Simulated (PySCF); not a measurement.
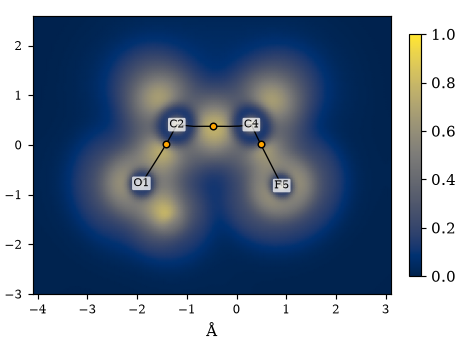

*C$_{3}$H$_{5}$FO, SMILES `O[CH]1C[CH]1F`. Localised orbital locator (LOL) in the plane of O1, C2, C4 and F5, with bond paths and bond critical points (dots).*

Computed with PySCF, HF/def2-SVPD, geometry: GFN2-xTB. No frequency check shows the geometry to be a minimum.

Input

```python
import numpy as np
from pyscf import gto, scf, dft
from pyscf.scf import atom_ks, atom_hf
from scipy.linalg import block_diag

def solve(mol, dm0=None, hcore=None):
    mf = scf.UHF(mol) if mol.spin else scf.RHF(mol)
    mf = mf.density_fit(auxbasis='def2-universal-jkfit')
    mf.conv_tol, mf.max_cycle = 1e-8, 80
    if hcore is not None:
        mf.get_hcore = lambda *args: hcore
    mf.kernel(dm0)
    if not mf.converged:
        mf = mf.newton().run(mf.mo_coeff, mf.mo_occ, max_cycle=30)
    assert mf.converged, 'SCF not converged'
    return mf

mol = gto.M(atom='''
O     -1.49745     0.72457     0.10318
C     -0.73687    -0.30912    -0.40825
C      0.08459    -1.20070     0.49032
C      0.76023    -0.22896    -0.43332
F      1.32232     0.87598     0.14776
H     -0.94165     1.26765     0.67700
H     -1.23991    -0.75252    -1.25775
H      0.15639    -2.25324     0.27184
H      0.10687    -0.95952     1.54258
H      1.34931    -0.55002    -1.28140
''', basis='def2-svpd', charge=0, spin=0, verbose=4)
mf = solve(mol)
mf.analyze()
# spherically averaged free atoms, for the promolecule
atm = scf.atom_hf.get_atm_nrhf(mol)
pro = block_diag(*[(atm[a[0]][2] * atm[a[0]][3]) @ atm[a[0]][2].T for a in mol._atom])
np.savez('result.npz', e=mf.e_tot, c=mf.mo_coeff, occ=mf.mo_occ, eps=mf.mo_energy, pro=pro, dip=mf.dip_moment(verbose=0), s2=mf.spin_square()[0])
```

Run with:

```sh
OMP_NUM_THREADS=1 python input.py
```

The run took 2.2 s on 1 thread of Intel(R) Xeon(R) Platinum 8259CL CPU @ 2.50GHz (Skylake/Cascade Lake), with other jobs on the host, peak memory 0.39 GiB.

Partitions, critical points and surface values were worked out afterwards from this run's density.

### Rank the bonds in the plane by LOL at their critical points.

C2–C4: about 0.80; O1–C2: about 0.48; C4–F5: about 0.37. Values above 0.5 mark slow, localised electrons, as in shared pairs; low values at a critical point mark a polar or closed-shell contact whose critical point lies between the shells.

### Where along C4–F5 does the critical point lie?

0.44 Å from C4 and 0.93 Å from F5.
